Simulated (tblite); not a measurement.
**Geometry relaxation of C$_{5}$H$_{8}$Cl$_{2}$OSi (part 1 of 2)**

System: C$_{5}$H$_{8}$Cl$_{2}$OSi.
Method: GFN2-xTB geometry optimisation, gas phase (tblite 0.8.0).

It belongs to a series of runs on one base structure; here: H on Si replaced by OCH3.

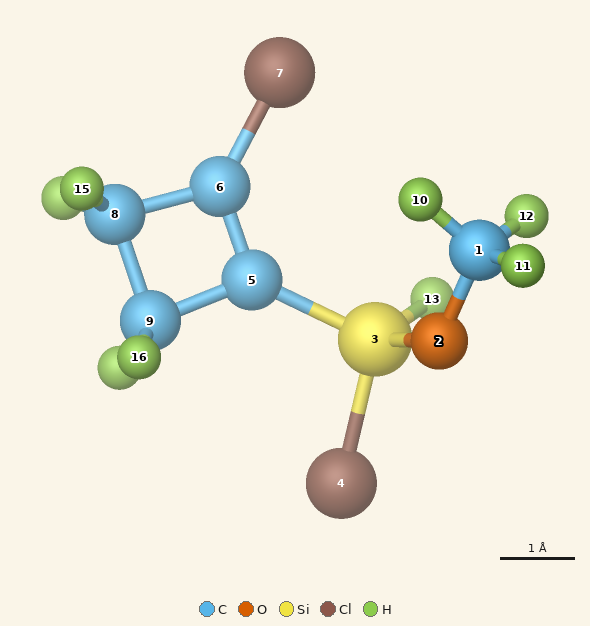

Fig. 1: The starting structure (ball-and-stick view, seen at a tilt; atoms are numbered from 1 in the order of the input).

Key numbers:

| quantity | value |
| --- | --- |
| outcome | converged |
| total energy | −809.0348 eV |
| hardware | 1 CPU thread, shared host |
| wall time | 3.1 s |
| peak memory | 0.18 GiB |

Input file:
```
{"job": {"kind": "relax", "xc": "GFN2-xTB", "basis": "xTB"}, "charge": 0, "multiplicity": 1}
C      2.839200     0.039800     0.387500
O      2.032200     1.208100     0.198900
Si     0.548100     1.250100     0.924200
Cl    -0.209800     3.127600     0.548600
C     -0.714200     0.109900     0.134400
C     -0.996200    -1.202200     0.246500
Cl    -0.309900    -2.507200     1.225800
C     -2.104600    -1.154800    -0.766500
C     -1.782800     0.334200    -0.915400
H      2.365100    -0.832200    -0.080900
H      3.794000     0.212000    -0.098100
H      3.014700    -0.159100     1.451600
H      0.639800     1.061600     2.396200
H     -3.112000    -1.371500    -0.393000
H     -1.957400    -1.738400    -1.680000
H     -1.443300     0.628300    -1.902800
H     -2.609700     1.006000    -0.628000
```

The first line tells a small driver script what to run in tblite; the rest is the geometry in Å.

Launch command:
```bash
OMP_NUM_THREADS=1 python <driver script> task.json out
```

The program's output:
```
step      E/eV     max force
  0    -808.80439    1.342
  1    -808.88673    0.986
  2    -808.94957    0.364
  3    -808.96219    0.330
  4    -808.97444    0.241
  5    -808.98032    0.215
  6    -808.98654    0.168
  7    -808.99124    0.207
  8    -808.99537    0.150
  9    -808.99831    0.143
 10    -809.00127    0.167
 11    -809.00486    0.189
 12    -809.00894    0.177
 13    -809.01211    0.126
 14    -809.01420    0.109
 15    -809.01597    0.145
 16    -809.01799    0.170
 17    -809.02019    0.138
 18    -809.02193    0.099
 19    -809.02292    0.082
 20    -809.02347    0.073
 21    -809.02396    0.056
 22    -809.02455    0.061
 23    -809.02522    0.067
 24    -809.02587    0.067
 25    -809.02640    0.064
 26    -809.02680    0.052
 27    -809.02712    0.047
 28    -809.02739    0.037
 29    -809.02759    0.034
 30    -809.02776    0.033
 31    -809.02796    0.036
 32    -809.02818    0.036
 33    -809.02836    0.032
 34    -809.02846    0.025
 35    -809.02852    0.022
 36    -809.02857    0.018
 37    -809.02863    0.022
 38    -809.02868    0.017
 39    -809.02873    0.019
 40    -809.02878    0.021
 41    -809.02886    0.026
 42    -809.02896    0.037
 43    -809.02907    0.034
 44    -809.02916    0.021
 45    -809.02924    0.026
 46    -809.02933    0.028
 47    -809.02943    0.030
 48    -809.02954    0.027
 49    -809.02967    0.030
 50    -809.02986    0.038
 51    -809.03010    0.045
 52    -809.03038    0.048
 53    -809.03060    0.035
 54    -809.03078    0.030
 55    -809.03093    0.030
 56    -809.03110    0.036
 57    -809.03130    0.043
 58    -809.03152    0.042
 59    -809.03175    0.039
 60    -809.03199    0.044
 61    -809.03221    0.035
 62    -809.03240    0.036
 63    -809.03261    0.039
 64    -809.03285    0.039
 65    -809.03312    0.042
 66    -809.03338    0.035
 67    -809.03354    0.025
 68    -809.03362    0.020
 69    -809.03367    0.019
 70    -809.03372    0.016
 71    -809.03376    0.013
 72    -809.03380    0.015
 73    -809.03383    0.016
 74    -809.03386    0.016
 75    -809.03391    0.019
 76    -809.03399    0.027
 77    -809.03411    0.030
 78    -809.03421    0.022
 79    -809.03428    0.016
 80    -809.03431    0.015
 81    -809.03436    0.019
 82    -809.03444    0.025
 83    -809.03454    0.031
 84    -809.03465    0.029
 85    -809.03472    0.018
 86    -809.03476    0.013
 87    -809.03479    0.014
 88    -809.03481    0.012
 89    -809.03483    0.010
```

Trajectory as extended XYZ (Å, eV, eV/Å), 29 of the 90 frames kept, from step=0 to step=89:
```
17
Properties=species:S:1:pos:R:3:forces:R:3 step=0 energy=-808.80439
C     2.8392    0.0398    0.3875   -0.2120   0.3190  -0.2160
O     2.0322    1.2081    0.1989   -0.3530  -0.8770   0.7570
Si    0.5481    1.2501    0.9242    0.0300   0.9400  -0.0390
Cl   -0.2098    3.1276    0.5486    0.4320  -0.6270   0.1000
C    -0.7142    0.1099    0.1344    0.5370  -0.2460   0.3300
C    -0.9962   -1.2022    0.2465    0.1240   0.0380   0.0870
Cl   -0.3099   -2.5072    1.2258   -0.5640   0.9510  -0.7610
C    -2.1046   -1.1548   -0.7665   -0.5090  -0.8890  -0.2160
C    -1.7828    0.3342   -0.9154   -0.4500   0.2500   0.2870
H     2.3651   -0.8322   -0.0809    0.0170   0.1830   0.1880
H     3.7940    0.2120   -0.0981    0.0920   0.1430  -0.0780
H     3.0147   -0.1591    1.4516   -0.1450   0.0580  -0.2280
H     0.6398    1.0616    2.3962    0.0300   0.0240  -0.4890
H    -3.1120   -1.3715   -0.3930    0.2280  -0.0030   0.0530
H    -1.9574   -1.7384   -1.6800    0.0890  -0.0460   0.1710
H    -1.4433    0.6283   -1.9028    0.2110   0.0140   0.0080
H    -2.6097    1.0060   -0.6280    0.4440  -0.2320   0.0460
17
Properties=species:S:1:pos:R:3:forces:R:3 step=3 energy=-808.96219
C     2.8357    0.0477    0.3809    0.0580  -0.0980   0.0370
O     2.0118    1.1722    0.2363   -0.0450   0.0860   0.0630
Si    0.5425    1.2875    0.9256   -0.1810  -0.2710   0.0490
Cl   -0.1847    3.1011    0.5514    0.1420   0.1980  -0.0910
C    -0.6952    0.1045    0.1432   -0.1040   0.1360  -0.1330
C    -0.9990   -1.1971    0.2407   -0.0650   0.1510  -0.1340
Cl   -0.3400   -2.4593    1.1859   -0.0950   0.0180  -0.0890
C    -2.1134   -1.1788   -0.7675    0.0500   0.1280  -0.0100
C    -1.7872    0.3282   -0.9049    0.1190  -0.0510  -0.0160
H     2.3650   -0.8248   -0.0721   -0.0180  -0.0660  -0.0140
H     3.7955    0.2237   -0.1031   -0.0680   0.1810  -0.0640
H     3.0075   -0.1570    1.4384    0.0310  -0.0580   0.0230
H     0.6415    1.0639    2.3691   -0.0050   0.0210  -0.0380
H    -3.1095   -1.3777   -0.3850   -0.0270  -0.1330   0.0970
H    -1.9510   -1.7488   -1.6775    0.0460  -0.1600   0.0170
H    -1.4329    0.6265   -1.8936    0.0810  -0.0610   0.1490
H    -2.5935    1.0003   -0.6188    0.0820  -0.0200   0.1530
17
Properties=species:S:1:pos:R:3:forces:R:3 step=6 energy=-808.98654
C     2.8363    0.0435    0.3823   -0.0650   0.0490   0.0100
O     2.0022    1.1684    0.2544    0.0050  -0.0450   0.0190
Si    0.5251    1.2757    0.9278    0.0590   0.1520  -0.0060
Cl   -0.1582    3.1153    0.5413    0.1550   0.0350  -0.0480
C    -0.7014    0.1149    0.1323   -0.0090  -0.0440   0.0250
C    -1.0038   -1.1838    0.2283    0.0110  -0.1030   0.0330
Cl   -0.3579   -2.4480    1.1668    0.0120  -0.1170   0.0410
C    -2.1160   -1.1765   -0.7725   -0.0410  -0.0640  -0.0250
C    -1.7850    0.3269   -0.9058   -0.1390   0.0520  -0.0790
H     2.3643   -0.8303   -0.0718    0.0440   0.0070  -0.0150
H     3.7864    0.2485   -0.1119   -0.0910   0.0710  -0.0110
H     3.0115   -0.1648    1.4387    0.0760  -0.0580  -0.0040
H     0.6400    1.0656    2.3639   -0.0610  -0.0210   0.1140
H    -3.1069   -1.3939   -0.3737    0.0720  -0.0300  -0.0150
H    -1.9450   -1.7683   -1.6713   -0.0180  -0.0170   0.0550
H    -1.4184    0.6216   -1.8812    0.0450   0.0610  -0.1350
H    -2.5800    0.9974   -0.5987   -0.0550   0.0730   0.0400
17
Properties=species:S:1:pos:R:3:forces:R:3 step=10 energy=-809.00127
C     2.8306    0.0450    0.3859    0.0350  -0.0010  -0.0190
O     1.9938    1.1623    0.2706   -0.0370   0.0120   0.0420
Si    0.5174    1.2861    0.9349   -0.0650  -0.0860   0.0530
Cl   -0.1075    3.1362    0.5231    0.0970   0.0490  -0.0380
C    -0.7085    0.1146    0.1296    0.0310   0.0650   0.0420
C    -1.0057   -1.1863    0.2239    0.0170  -0.0170   0.0300
Cl   -0.3685   -2.4629    1.1608   -0.0070  -0.0060  -0.0120
C    -2.1182   -1.1809   -0.7768    0.0330   0.0100   0.0200
C    -1.7959    0.3297   -0.9161    0.0990  -0.0300   0.0890
H     2.3717   -0.8319   -0.0749   -0.0050   0.0130  -0.0200
H     3.7644    0.2787   -0.1208    0.0500  -0.0050  -0.0240
H     3.0289   -0.1805    1.4359    0.0240   0.0070  -0.0210
H     0.6238    1.0645    2.3769   -0.0910   0.0220  -0.0120
H    -3.0986   -1.4118   -0.3672   -0.0400   0.0170  -0.0140
H    -1.9446   -1.7870   -1.6627   -0.0160   0.0160  -0.0560
H    -1.4088    0.6289   -1.8903   -0.1460  -0.0010   0.0810
H    -2.5812    1.0073   -0.5837    0.0210  -0.0650  -0.1400
17
Properties=species:S:1:pos:R:3:forces:R:3 step=13 energy=-809.01211
C     2.8313    0.0480    0.3849    0.0150   0.0150  -0.0400
O     1.9805    1.1559    0.2928    0.0550  -0.0020   0.0510
Si    0.5048    1.2918    0.9514   -0.0120  -0.0840  -0.0680
Cl   -0.0430    3.1581    0.5014    0.0370   0.0020  -0.0070
C    -0.7091    0.1138    0.1394   -0.0760  -0.0010  -0.0280
C    -1.0027   -1.1905    0.2274    0.0060   0.0210   0.0050
Cl   -0.3768   -2.4793    1.1559    0.0100   0.0340  -0.0060
C    -2.1133   -1.1871   -0.7755   -0.0390   0.0180  -0.0260
C    -1.7919    0.3257   -0.9108   -0.0750   0.0040   0.0150
H     2.3789   -0.8280   -0.0813   -0.0320  -0.0160  -0.0410
H     3.7539    0.3013   -0.1316    0.0780  -0.0080  -0.0340
H     3.0494   -0.1921    1.4266    0.0080   0.0310   0.0230
H     0.5896    1.0673    2.3887   -0.0850   0.0330   0.0870
H    -3.0973   -1.4210   -0.3668    0.0540   0.0580  -0.0250
H    -1.9486   -1.7958   -1.6654    0.0190   0.0860   0.0300
H    -1.4289    0.6374   -1.8893    0.0260  -0.0780   0.0570
H    -2.5838    1.0066   -0.5990    0.0100  -0.1150   0.0050
17
Properties=species:S:1:pos:R:3:forces:R:3 step=16 energy=-809.01799
C     2.8361    0.0489    0.3804    0.0350  -0.0290   0.0140
O     1.9808    1.1534    0.3094    0.0260   0.0020   0.0140
Si    0.4986    1.2856    0.9541    0.0540   0.0600   0.0530
Cl   -0.0089    3.1656    0.4913    0.0190  -0.0730   0.0140
C    -0.7170    0.1145    0.1419    0.0120  -0.0070   0.0230
C    -1.0028   -1.1912    0.2284   -0.0400  -0.0120  -0.0190
Cl   -0.3785   -2.4814    1.1529    0.0320   0.0200   0.0140
C    -2.1129   -1.1871   -0.7758    0.0140  -0.0150   0.0200
C    -1.7961    0.3214   -0.9073   -0.0150  -0.0070  -0.0430
H     2.3790   -0.8262   -0.0889    0.0260   0.0420  -0.0040
H     3.7582    0.3089   -0.1401   -0.0240  -0.0290   0.0040
H     3.0596   -0.1929    1.4226    0.0240  -0.0040  -0.0470
H     0.5615    1.0738    2.4013   -0.0770   0.0370  -0.0430
H    -3.0938   -1.4178   -0.3688   -0.0630   0.0000   0.0210
H    -1.9474   -1.7892   -1.6659    0.0310   0.0060  -0.0480
H    -1.4344    0.6311   -1.8826    0.0870  -0.0280  -0.0630
H    -2.5889    0.9943   -0.6040   -0.1410   0.0360   0.0880
17
Properties=species:S:1:pos:R:3:forces:R:3 step=19 energy=-809.02292
C     2.8434    0.0484    0.3770   -0.0030   0.0090   0.0180
O     1.9845    1.1507    0.3293    0.0020   0.0100   0.0000
Si    0.4978    1.2848    0.9618    0.0030  -0.0120   0.0000
Cl    0.0306    3.1667    0.4814   -0.0310  -0.0060   0.0020
C    -0.7244    0.1153    0.1467    0.0210   0.0230   0.0020
C    -1.0061   -1.1922    0.2286    0.0000   0.0320   0.0100
Cl   -0.3765   -2.4818    1.1515    0.0280   0.0210   0.0080
C    -2.1140   -1.1897   -0.7759   -0.0230   0.0070  -0.0110
C    -1.8043    0.3197   -0.9073    0.0270   0.0320   0.0310
H     2.3825   -0.8202   -0.0979    0.0210   0.0030   0.0020
H     3.7597    0.3149   -0.1495   -0.0130  -0.0130  -0.0060
H     3.0754   -0.1966    1.4144    0.0520  -0.0630   0.0020
H     0.5216    1.0853    2.4110   -0.0340   0.0220  -0.0370
H    -3.0963   -1.4159   -0.3690   -0.0420  -0.0480  -0.0090
H    -1.9427   -1.7826   -1.6710   -0.0040  -0.0340  -0.0190
H    -1.4297    0.6215   -1.8826   -0.0090   0.0190   0.0220
H    -2.6083    0.9837   -0.5996    0.0050   0.0000  -0.0150
17
Properties=species:S:1:pos:R:3:forces:R:3 step=22 energy=-809.02455
C     2.8457    0.0486    0.3784    0.0170  -0.0200  -0.0050
O     1.9864    1.1504    0.3362    0.0260  -0.0170   0.0320
Si    0.4981    1.2847    0.9633   -0.0080   0.0080  -0.0400
Cl    0.0381    3.1663    0.4785   -0.0400   0.0180  -0.0070
C    -0.7245    0.1176    0.1481   -0.0270  -0.0160  -0.0180
C    -1.0079   -1.1894    0.2295   -0.0080  -0.0170   0.0020
Cl   -0.3723   -2.4783    1.1517    0.0140   0.0310  -0.0040
C    -2.1166   -1.1899   -0.7766    0.0070  -0.0010   0.0120
C    -1.8047    0.3220   -0.9045   -0.0410  -0.0280  -0.0160
H     2.3864   -0.8181   -0.1002   -0.0090  -0.0160   0.0010
H     3.7581    0.3155   -0.1532    0.0170   0.0100  -0.0090
H     3.0872   -0.2064    1.4117    0.0200  -0.0230  -0.0010
H     0.5049    1.0917    2.4099   -0.0140   0.0070   0.0290
H    -3.1013   -1.4219   -0.3709    0.0460  -0.0080  -0.0390
H    -1.9421   -1.7845   -1.6734   -0.0120   0.0260   0.0540
H    -1.4292    0.6221   -1.8799   -0.0150   0.0310   0.0190
H    -2.6135    0.9817   -0.5996    0.0290   0.0130  -0.0100
17
Properties=species:S:1:pos:R:3:forces:R:3 step=25 energy=-809.02640
C     2.8524    0.0452    0.3793    0.0220  -0.0320  -0.0150
O     1.9932    1.1479    0.3505   -0.0010  -0.0300   0.0570
Si    0.4976    1.2845    0.9602   -0.0100   0.0180   0.0240
Cl    0.0394    3.1676    0.4741   -0.0250   0.0040  -0.0170
C    -0.7283    0.1193    0.1472   -0.0030  -0.0010  -0.0030
C    -1.0111   -1.1873    0.2311    0.0100  -0.0070  -0.0010
Cl   -0.3634   -2.4686    1.1523    0.0110  -0.0110   0.0120
C    -2.1190   -1.1898   -0.7757    0.0220  -0.0150   0.0140
C    -1.8100    0.3215   -0.9027   -0.0080  -0.0060  -0.0230
H     2.3898   -0.8178   -0.1031   -0.0150  -0.0150   0.0010
H     3.7596    0.3165   -0.1593    0.0160   0.0080   0.0000
H     3.1058   -0.2225    1.4077   -0.0100   0.0170  -0.0210
H     0.4804    1.1019    2.4107    0.0080   0.0030  -0.0160
H    -3.1031   -1.4308   -0.3787   -0.0050   0.0140   0.0160
H    -1.9420   -1.7834   -1.6703    0.0260  -0.0010  -0.0120
H    -1.4307    0.6268   -1.8738   -0.0180   0.0160  -0.0390
H    -2.6175    0.9811   -0.6006   -0.0210   0.0380   0.0210
17
Properties=species:S:1:pos:R:3:forces:R:3 step=29 energy=-809.02759
C     2.8578    0.0394    0.3779   -0.0200   0.0090   0.0120
O     1.9961    1.1411    0.3696   -0.0040   0.0080  -0.0040
Si    0.4946    1.2867    0.9613   -0.0020  -0.0080  -0.0020
Cl    0.0382    3.1693    0.4671   -0.0070  -0.0160  -0.0150
C    -0.7307    0.1214    0.1457    0.0090   0.0090  -0.0090
C    -1.0104   -1.1859    0.2319    0.0060   0.0120  -0.0080
Cl   -0.3569   -2.4649    1.1542   -0.0030   0.0090  -0.0040
C    -2.1183   -1.1915   -0.7748   -0.0030   0.0150  -0.0150
C    -1.8144    0.3221   -0.9039    0.0040   0.0110   0.0090
H     2.3901   -0.8207   -0.1053    0.0080  -0.0010  -0.0060
H     3.7618    0.3193   -0.1637   -0.0220  -0.0110  -0.0010
H     3.1174   -0.2314    1.4027    0.0150  -0.0180   0.0090
H     0.4664    1.1086    2.4104    0.0030   0.0040   0.0200
H    -3.1036   -1.4344   -0.3801    0.0200   0.0120   0.0100
H    -1.9371   -1.7839   -1.6701    0.0140   0.0060   0.0020
H    -1.4369    0.6320   -1.8757   -0.0300  -0.0150  -0.0020
H    -2.6208    0.9849   -0.5984    0.0110  -0.0240   0.0040
17
Properties=species:S:1:pos:R:3:forces:R:3 step=32 energy=-809.02818
C     2.8581    0.0368    0.3791    0.0070  -0.0100   0.0100
O     1.9969    1.1384    0.3806    0.0070   0.0050  -0.0160
Si    0.4927    1.2867    0.9630    0.0110   0.0100   0.0170
Cl    0.0356    3.1668    0.4601   -0.0010  -0.0080  -0.0120
C    -0.7301    0.1244    0.1432    0.0070  -0.0140  -0.0060
C    -1.0088   -1.1828    0.2306    0.0010  -0.0130  -0.0090
Cl   -0.3535   -2.4610    1.1546   -0.0110   0.0240  -0.0170
C    -2.1175   -1.1899   -0.7763    0.0270  -0.0070   0.0220
C    -1.8156    0.3242   -0.9035   -0.0090  -0.0270  -0.0180
H     2.3913   -0.8224   -0.1075   -0.0080   0.0120   0.0090
H     3.7592    0.3187   -0.1662   -0.0170   0.0010  -0.0020
H     3.1263   -0.2395    1.4008   -0.0060  -0.0120  -0.0010
H     0.4588    1.1134    2.4128   -0.0010   0.0030   0.0160
H    -3.1013   -1.4341   -0.3784    0.0240   0.0020  -0.0140
H    -1.9309   -1.7832   -1.6706   -0.0150   0.0220   0.0170
H    -1.4458    0.6322   -1.8782   -0.0030   0.0090  -0.0110
H    -2.6223    0.9834   -0.5954   -0.0140   0.0020   0.0140
17
Properties=species:S:1:pos:R:3:forces:R:3 step=35 energy=-809.02852
C     2.8580    0.0349    0.3806    0.0010   0.0000  -0.0040
O     1.9976    1.1374    0.3848    0.0030  -0.0010   0.0030
Si    0.4927    1.2871    0.9654    0.0050  -0.0020   0.0030
Cl    0.0335    3.1646    0.4550    0.0030  -0.0010  -0.0070
C    -0.7286    0.1254    0.1411    0.0090   0.0090  -0.0050
C    -1.0068   -1.1817    0.2293    0.0130   0.0080   0.0000
Cl   -0.3527   -2.4577    1.1538    0.0060  -0.0070   0.0050
C    -2.1150   -1.1896   -0.7758   -0.0020  -0.0030  -0.0020
C    -1.8167    0.3241   -0.9046    0.0050   0.0070   0.0040
H     2.3907   -0.8225   -0.1076   -0.0200   0.0010   0.0090
H     3.7563    0.3183   -0.1677    0.0070   0.0020  -0.0040
H     3.1300   -0.2448    1.4003   -0.0130  -0.0020   0.0020
H     0.4559    1.1160    2.4159    0.0000   0.0040   0.0020
H    -3.0979   -1.4336   -0.3782   -0.0070  -0.0130   0.0000
H    -1.9288   -1.7812   -1.6699   -0.0100  -0.0040  -0.0120
H    -1.4517    0.6332   -1.8809    0.0020   0.0090   0.0020
H    -2.6237    0.9822   -0.5925   -0.0010  -0.0090   0.0050
17
Properties=species:S:1:pos:R:3:forces:R:3 step=38 energy=-809.02868
C     2.8582    0.0339    0.3808   -0.0120   0.0030  -0.0010
O     1.9987    1.1371    0.3868    0.0040   0.0090   0.0080
Si    0.4938    1.2874    0.9670   -0.0030   0.0020  -0.0110
Cl    0.0329    3.1631    0.4514    0.0050   0.0030  -0.0030
C    -0.7264    0.1268    0.1393   -0.0010  -0.0050   0.0010
C    -1.0041   -1.1804    0.2284   -0.0020  -0.0050  -0.0070
Cl   -0.3513   -2.4565    1.1539    0.0090  -0.0020   0.0030
C    -2.1136   -1.1898   -0.7755   -0.0070   0.0070  -0.0140
C    -1.8166    0.3245   -0.9047    0.0010   0.0050   0.0070
H     2.3870   -0.8221   -0.1060   -0.0060  -0.0020  -0.0020
H     3.7558    0.3180   -0.1689   -0.0020  -0.0140   0.0050
H     3.1295   -0.2475    1.4003   -0.0010   0.0040  -0.0010
H     0.4545    1.1179    2.4177    0.0010   0.0040  -0.0030
H    -3.0969   -1.4354   -0.3784    0.0090  -0.0040   0.0060
H    -1.9298   -1.7803   -1.6712    0.0020  -0.0030  -0.0030
H    -1.4539    0.6353   -1.8817   -0.0030   0.0040   0.0120
H    -2.6247    0.9802   -0.5901    0.0070  -0.0060   0.0020
17
Properties=species:S:1:pos:R:3:forces:R:3 step=41 energy=-809.02886
C     2.8568    0.0328    0.3811   -0.0010  -0.0070   0.0080
O     2.0006    1.1382    0.3919    0.0010   0.0090  -0.0020
Si    0.4940    1.2881    0.9672   -0.0040   0.0050   0.0010
Cl    0.0336    3.1621    0.4463    0.0040   0.0100  -0.0020
C    -0.7245    0.1275    0.1376   -0.0060  -0.0170   0.0080
C    -1.0016   -1.1800    0.2258   -0.0010  -0.0180  -0.0020
Cl   -0.3479   -2.4549    1.1541    0.0010   0.0090  -0.0130
C    -2.1128   -1.1892   -0.7774    0.0180  -0.0140   0.0130
C    -1.8165    0.3255   -0.9038   -0.0060  -0.0160  -0.0060
H     2.3819   -0.8220   -0.1048   -0.0010   0.0080  -0.0030
H     3.7545    0.3152   -0.1697   -0.0120  -0.0160   0.0040
H     3.1297   -0.2505    1.3997    0.0010   0.0020   0.0000
H     0.4520    1.1213    2.4188   -0.0010   0.0040  -0.0140
H    -3.0941   -1.4382   -0.3774    0.0070   0.0070   0.0010
H    -1.9300   -1.7798   -1.6733    0.0040   0.0070  -0.0010
H    -1.4573    0.6386   -1.8808    0.0040   0.0090  -0.0020
H    -2.6254    0.9774   -0.5864   -0.0100   0.0180   0.0110
```
